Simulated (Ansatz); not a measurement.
## SbAs (model cell, started as layered BN type): relaxing the cell for a phonon run

Task: relax SbAs (model cell, started as layered BN type) tightly.

Program: Ansatz 0.2.0. Level of theory: DFT LDA, scalar-relativistic, plane waves, PAW. Results are calculated unless marked as measured.

The structure was built from a prototype and need not be the compound's stable phase.

## 1. The structure

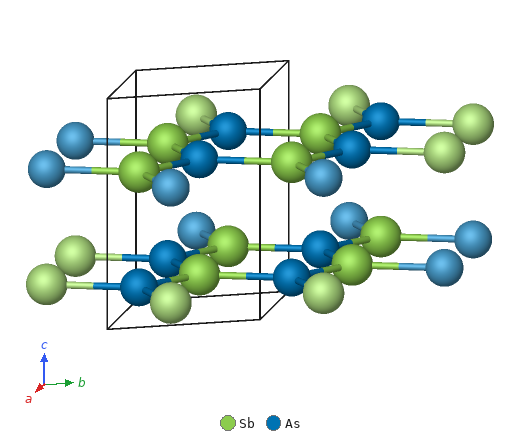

The cell as given, slightly off an axis (antimony green, arsenic blue). 2×2×1 cells are drawn. Some periodic images of atoms are drawn too.

## 2. Probe on a coarse mesh

A quick single point on a coarse mesh tells whether the cell has a gap and how far it is from rest, which sets the k mesh and smearing that follow.

input.yaml

```yaml
crystal:
  lattice:
    - [4.54144, 0.0, 0.0]
    - [-2.27072, 3.933, 0.0]
    - [0.0, 0.0, 6.555]
  atoms:
    - { symbol: Sb, position: [0.333333, 0.666667, 0.25] }
    - { symbol: Sb, position: [0.666667, 0.333333, 0.75] }
    - { symbol: As, position: [0.666667, 0.333333, 0.25] }
    - { symbol: As, position: [0.333333, 0.666667, 0.75] }
kpoints:
  mp_grid: { grid: [6, 6, 4] }
hamiltonian:
  xc: lda
scf:
  occupations: { method: gaussian, width: 0.1 }
output:
  forces: true
  stress: true
  eigenvalues: true
```

On the command line:

```
$ ansatz run input.yaml --threads 4 --pin off --max-ram 7168MiB --backend cpu --events-out ev --progress --plain --runs-dir out
```

Numbers of over 12 decimals in the logs are rounded to 6 here.

What it wrote:

```text
[...]
k-point 0: bands = [... 26 lower, 4.4718, 5.5054, 5.5054, 7.9857, 8.9275, 8.9275, 9.2439, 10.3249, ... 2 higher]
  k-point 1: bands = [... 26 lower, 4.5999, 5.3247, 5.3247, 7.3556, 9.0676, 9.0786, 9.0786, 10.0432, ... 2 higher]
  k-point 2: bands = [... 26 lower, 4.9369, 4.9369, 5.1503, 5.1503, 9.5016, 9.5016, 9.5016, 9.5016, ... 2 higher]
  k-point 20: bands = [... 26 lower, 6.9617, 6.9617, 7.3727, 7.3727, 9.6397, 9.6397, 9.9286, 9.9286, ... 2 higher]
[key lines of the parts left out:]
SCF converged after 7 iterations
Free energy (F): -22217.260289 eV
Fermi energy:    8.191193 eV
P = ⅓ Tr σ = 3.0190 GPa (30.190 kbar)
```

The job ended after 0.77 s (4 threads of Intel Xeon 6975P-C (Granite Rapids), shared host; peak memory 0.51 GiB; 2.5 s of CPU time).

Numbers from this step:

```
pressure          : 3.019 GPa
volume per atom   : 29.27 Å³
gap on the k-mesh : 0 eV
```

The coarse mesh shows no gap and a pressure of 3.0 GPa.

## 3. Relaxation

The cell and atoms are relaxed, since residual forces and stress would shift the frequencies.

Edit input.yaml of step 2 so:

```diff
@@ -11,3 +11,3 @@
 kpoints:
-  mp_grid: { grid: [6, 6, 4] }
+  mp_grid: { grid: [12, 12, 6] }
 hamiltonian:
@@ -20 +20,6 @@
   eigenvalues: true
+relax:
+  adjacent_minimum: "off"
+  f_tol: 0.005
+  max_steps: 80
+  cell: { stress_tol: 0.05 }
```

What it wrote:

```text
[...]
Crystal: 4 atoms, lattice volume = 117.082 Å³
Basis set: ecut = 420 eV, 2307 PW (Γ)
Bands: 36, of which v1, the nominal top of the filled ones, is band 30 counted from 1 (29 counted from 0)
Symmetry: 24 space group operations
[...]
k-points: 76 of 864
[...]
SCF iter   1: F=—  HF=-22217.346258 eV  |F-HF|=—  |Δ(HF+E_count)|=         —  Δρ=5.89e-3  dr2=3.21e-2  ethr=1.77e-3  ⟨swp⟩=6.4  Hψ=11441  notcnv=0
[...]
SCF iter   6: F=-22217.332000 eV  HF=-22217.332000 eV  |F-HF|=1.06e-8  |Δ(HF+E_count)|=   5.37e-7  Δρ=3.83e-6  dr2=1.86e-8  ethr=1.67e-10  ⟨swp⟩=9.2  Hψ=12921  notcnv=0
SCF 1 converged in 6 iterations: F = -22217.332000 eV  dr2 = 1.86e-8
[...]
relax step   1: F+E_penalty+E_count = -22217.33200020 eV  Δ(F+E_penalty+E_count) = +0.000e0 eV  max|allowed force component| = 4.464e-16 eV/Å  Δτ_max = 0.0000 Å  P = +2.626 GPa  Ω = 117.082 Å³  (6 SCF iters, dr2 threshold 1.00e-7 eV, accepted)
Crystal: 4 atoms, lattice volume = 118.458 Å³
Basis set: ecut = 420 eV, 2283 PW (Γ)
[...]
iter 1 solved again at ethr=9.31e-6 eV; its pass at ethr=3.10e-3 eV (dr2=5.58e-3 eV) is discarded
[...]
SCF iter   6: F=-22217.852547 eV  HF=-22217.852547 eV  |F-HF|=3.30e-8  |Δ(HF+E_count)|=   5.09e-7  Δρ=2.46e-6  dr2=1.15e-8  ethr=5.48e-10  ⟨swp⟩=5.9  Hψ=12937  notcnv=0
SCF 2 converged in 6 iterations: F = -22217.852547 eV  dr2 = 1.15e-8
relax step   2: F+E_penalty+E_count = -22217.85254728 eV  Δ(F+E_penalty+E_count) = -5.205e-1 eV  max|allowed force component| = 3.724e-16 eV/Å  Δτ_max = 0.0000 Å  P = +0.116 GPa  Ω = 118.458 Å³  energy of the carried Pulay correction = -2.822e-4 eV  (6 SCF iters, dr2 threshold 4.00e-7 eV, accepted)
Crystal: 4 atoms, lattice volume = 115.229 Å³
Basis set: ecut = 420 eV, 2233 PW (Γ)
[...]
SCF iter   6: F=-22218.038759 eV  HF=-22218.038759 eV  |F-HF|=1.60e-9  |Δ(HF+E_count)|=   2.13e-7  Δρ=1.83e-6  dr2=6.35e-9  ethr=2.42e-10  ⟨swp⟩=5.1  Hψ=11605  notcnv=0
SCF 3 converged in 6 iterations: F = -22218.038759 eV  dr2 = 6.35e-9
relax step   3: F+E_penalty+E_count = -22218.03875923 eV  Δ(F+E_penalty+E_count) = -1.862e-1 eV  max|allowed force component| = 2.035e-16 eV/Å  Δτ_max = 0.0000 Å  P = +0.677 GPa  Ω = 115.229 Å³  energy of the carried Pulay correction = +3.896e-4 eV  (6 SCF iters, dr2 threshold 4.00e-7 eV, accepted)
[...]
relax step   4: F+E_penalty+E_count = -22218.05049889 eV  Δ(F+E_penalty+E_count) = -1.174e-2 eV  max|allowed force component| = 1.272e-16 eV/Å  Δτ_max = 0.0000 Å  P = -1.244 GPa  Ω = 118.690 Å³  energy of the carried Pulay correction = -3.274e-4 eV  (6 SCF iters, dr2 threshold 4.00e-7 eV, accepted)
[...]
relax step   5: F+E_penalty+E_count = -22218.08709737 eV  Δ(F+E_penalty+E_count) = -3.660e-2 eV  max|allowed force component| = 8.882e-16 eV/Å  Δτ_max = 0.0000 Å  P = -0.115 GPa  Ω = 116.134 Å³  energy of the carried Pulay correction = +2.004e-4 eV  (5 SCF iters, dr2 threshold 4.00e-7 eV, accepted)
[...]
relax step   6: F+E_penalty+E_count = -22218.08776478 eV  Δ(F+E_penalty+E_count) = -6.674e-4 eV  max|allowed force component| = 9.414e-16 eV/Å  Δτ_max = 0.0000 Å  P = +0.156 GPa  Ω = 115.519 Å³  energy of the carried Pulay correction = +3.292e-4 eV  (3 SCF iters, dr2 threshold 4.00e-7 eV, accepted)
[...]
relax step   7: F+E_penalty+E_count = -22218.08788538 eV  Δ(F+E_penalty+E_count) = -1.206e-4 eV  max|allowed force component| = 6.476e-16 eV/Å  Δτ_max = 0.0000 Å  P = +0.000 GPa  Ω = 115.853 Å³  energy of the carried Pulay correction = +2.593e-4 eV  (3 SCF iters, dr2 threshold 1.45e-7 eV, accepted)
[...]
SCF iter   6: F=-22218.088403 eV  HF=-22218.088403 eV  |F-HF|=3.64e-12  |Δ(HF+E_count)|=  1.49e-10  Δρ=3.20e-8  dr2=1.17e-12  ethr=1.00e-12  ⟨swp⟩=5.1  Hψ=10612  notcnv=0
SCF 8 converged in 6 iterations: F = -22218.088403 eV  dr2 = 1.17e-12
relax step   8: F+E_penalty+E_count = -22218.08840333 eV  Δ(F+E_penalty+E_count) = -5.179e-4 eV  max|allowed force component| = 3.493e-16 eV/Å  Δτ_max = 0.0000 Å  P = -0.001 GPa  Ω = 115.853 Å³  stress off target by 1.72e-2 GPa  SCF on the basis re-selected at this cell (its energy is not comparable with the rows above)  (6 SCF iters)
basis re-selected at this cell: Δ(F+E_penalty+E_count) = -5.179e-4 eV, ΔP = -0.002 GPa vs the last step (what re-selecting the basis moved, of the pressure what is left beyond the Pulay correction that the steps carried, after the strain that the cell walked since its last selection, with what the two solves' SCF thresholds leave and, on support functions, any second-order correction that the steps lacked; it is no measure of the basis error at this ecutwfc). The dense FFT grid was sized anew with the basis: this SCF ran on 36×36×40 points, the steps before it on 32×32×45, so part of this shift can come from that change (see relax.cell in the input reference). [rest of the remark cut]
SCF converged after 6 iterations
Free energy (F): -22218.088403 eV
[...]
Internal energy: -22218.080477 eV  (E = F + TS)
E sigma→0 (E₀):  -22218.084440 eV
Entropy (-TS):   -0.007926 eV (-1.982 meV/atom)
Fermi energy:    8.552724 eV
[...]
--- Stress (GPa, compression-positive) ---
        0.006612       0.000000      -0.000000
        0.000000       0.006612      -0.000000
       -0.000000      -0.000000      -0.017242
  P = ⅓ Tr σ = -0.0013 GPa (-0.013 kbar)
--- Band table (eV; the first three rows and the last of 76) ---
  k-point 0: bands = [... 26 lower, 4.2984, 6.4271, 6.4483, 6.4483, 8.3806, 8.3806, 10.9009, 10.9009, ... 2 higher]
  k-point 1: bands = [... 26 lower, 4.4039, 6.2406, 6.2406, 7.1728, 8.4786, 8.4786, 10.5986, 10.5986, ... 2 higher]
  k-point 2: bands = [... 26 lower, 4.7104, 5.7439, 5.7439, 8.5236, 8.7880, 8.7880, 9.0162, 9.9547, ... 2 higher]
  k-point 75: bands = [... 26 lower, 7.5610, 7.5610, 8.2622, 8.2622, 9.1024, 9.1024, 9.2584, 9.2584, ... 2 higher]
--- Relaxed structure (7 steps of the walk, 7 accepted, 1 SCFs on fresh bases) ---
  F+E_penalty+E_count = -22218.08840333 eV   max|allowed force component| = 3.493e-16 eV/Å   (the final SCF, on the basis selected at the relaxed cell)
  cell:  # Å, volume = 115.8525 Å³
    - [4.813207, 0, 0.0]
    - [-2.406604, 4.168360, 0.0]
    - [0.0, 0.0, 5.774386]
  atoms:
    - { symbol: Sb, position: [0.333333, 0.666667, 0.25] }
    - { symbol: Sb, position: [0.666667, 0.333333, 0.750000] }
    - { symbol: As, position: [0.666667, 0.333333, 0.25] }
    - { symbol: As, position: [0.333333, 0.666667, 0.750000] }
```

Elapsed: 18 s, on 4 threads; peak memory 0.67 GiB; 67 s of CPU time.

Step by step:

| step | energy less that of the first step (eV) | largest force component (eV/Å) | pressure (GPa) | volume (Å³) |
| --- | --- | --- | --- | --- |
| 1 | 0.0000 | 0.0000 | 2.63 | 117.08 |
| 2 | -0.5205 | 0.0000 | 0.12 | 118.46 |
| 3 | -0.7068 | 0.0000 | 0.68 | 115.23 |
| 4 | -0.7185 | 0.0000 | -1.24 | 118.69 |
| 5 | -0.7551 | 0.0000 | -0.11 | 116.13 |
| 6 | -0.7558 | 0.0000 | 0.16 | 115.52 |
| 7 | -0.7559 | 0.0000 | 0.00 | 115.85 |
| 8* | -0.7564 | 0.0000 | 0.00 | 115.85 |

Relaxation steps marked * repeat the geometry before them on a plane-wave basis chosen anew for their cell, so energy and pressure can jump there.

Forces are held to the 24 operations that the run works with; a distortion that breaks them can't arise in this run.

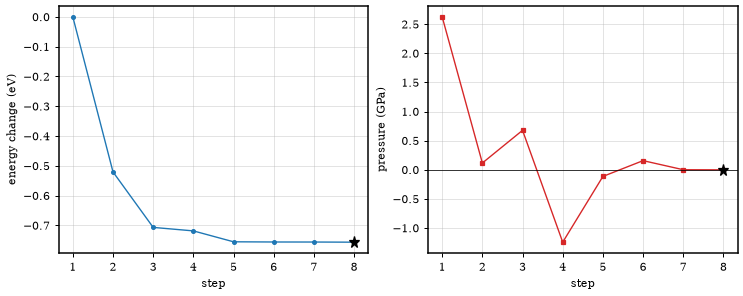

Energy and pressure along the relaxation. Stars mark steps on a basis chosen anew.

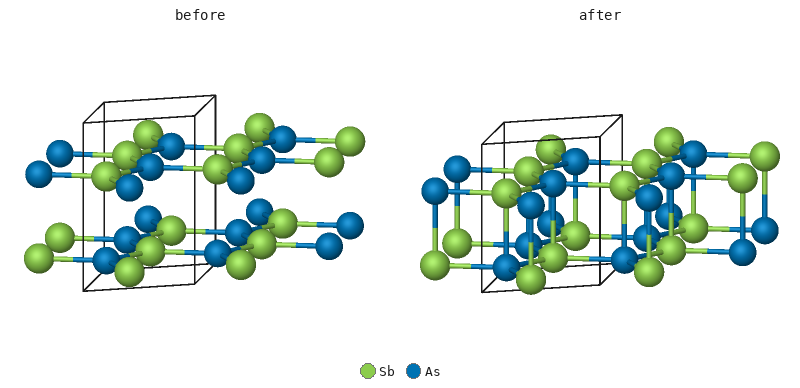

The structure before and after the relaxation, drawn at the same scale.

| conventional cell, symmetrised | before | after | change |
| --- | --- | --- | --- |
| a (Å) | 4.541 | 4.813 | +6.0 % |
| b (Å) | 4.541 | 4.813 | +6.0 % |
| c (Å) | 6.555 | 5.774 | -11.9 % |
| volume (Å³/atom) | 29.27 | 28.96 | -1.1 % |

This step gave:

- pressure: -0.001339 GPa
- volume per atom: 28.96 Å³

In this step the volume went from 29.27 to 28.96 Å³/atom.

## 4. Relaxing to small forces for the phonons

Phonons need a cell at rest on their own settings, so the relaxation is repeated with tight tolerances on forces and stress on the k mesh and occupations of the first response run.

input.yaml

```yaml
crystal:
  lattice:
    - [4.81320723, 0.0, 0.0]
    - [-2.406603615, 4.1683597348, 0.0]
    - [0.0, 0.0, 5.7743862797]
  atoms:
    - { symbol: Sb, position: [0.3333333333, 0.6666666667, 0.25] }
    - { symbol: Sb, position: [0.6666666667, 0.3333333333, 0.75] }
    - { symbol: As, position: [0.6666666667, 0.3333333333, 0.25] }
    - { symbol: As, position: [0.3333333333, 0.6666666667, 0.75] }
kpoints:
  mp_grid: { grid: [12, 12, 6] }
hamiltonian:
  xc: lda
scf:
  occupations: { method: methfessel_paxton, width: 0.2 }
output:
  forces: true
  stress: true
  eigenvalues: true
relax:
  adjacent_minimum: "off"
  f_tol: 0.001
  max_steps: 60
  cell: { stress_tol: 0.01 }
```

What it wrote:

```text
[...]
Crystal: 4 atoms, lattice volume = 115.853 Å³
Basis set: ecut = 420 eV, 2227 PW (Γ)
Bands: 36, of which v1, the nominal top of the filled ones, is band 30 counted from 1 (29 counted from 0)
[... 1 set-up line as in the run before ...]
[...]
k-points: 76 of 864
[...]
--- Relaxed structure (3 steps of the walk, 3 accepted, 1 SCFs on fresh bases) ---
[...]
cell:  # Å, volume = 115.8826 Å³
    - [4.814304, 0.0, 0.0]
    - [-2.407152, 4.169309, 0.0]
    - [0.0, 0.0, 5.773255]
  atoms:
    - { symbol: Sb, position: [0.333333, 0.666667, 0.250000] }
    - { symbol: Sb, position: [0.666667, 0.333333, 0.750000] }
    - { symbol: As, position: [0.666667, 0.333333, 0.250000] }
    - { symbol: As, position: [0.333333, 0.666667, 0.750000] }
[key lines of the parts left out:]
SCF converged after 6 iterations
Free energy (F): -22218.081811 eV
Fermi energy:    8.552493 eV
P = ⅓ Tr σ = -0.0000 GPa (-0.000 kbar)
```

Run time: 7.8 s. Hardware: 4 threads; peak memory 0.63 GiB.

Little changed from the start: no atom moved by 0.005 Å and no cell edge by 0.1 %.

This step gave:

```
pressure        : -1.43e-5 GPa
volume per atom : 28.97 Å³
```

The forces vanish by symmetry and the pressure is 0.000 GPa, within the tolerances set. The cell now holds 28.97 Å³/atom.

## 5. What came out

```json
{"space group after relaxation (within 0.01 Å)": "P6_3/mmc", "lattice constant a": "4.814 Å", "lattice constant b": "4.814 Å", "lattice constant c": "5.773 Å", "volume per atom": "29.0 Å³"}
```

What this shows: The forces vanish by symmetry and the pressure is 0.000 GPa, within the tolerances set. The cell now holds 28.97 Å³/atom. The relaxation keeps the symmetry of its start, so it says nothing on stability against lower symmetry. Spin-orbit coupling is left out, which can matter for the heavy elements here. The starting cell was built on a prototype and not taken from a measurement, so the phase need not exist.

[Logs are printed without paths, hosts, clocks, repeated set-up lines and the standing remarks that a program may print on its own settings, such as how far it seeks lower states.]

[Hosts, paths, dates, database ids (printed as entryN), source tags and the programs' standing remarks are cut or masked in the printed files.]
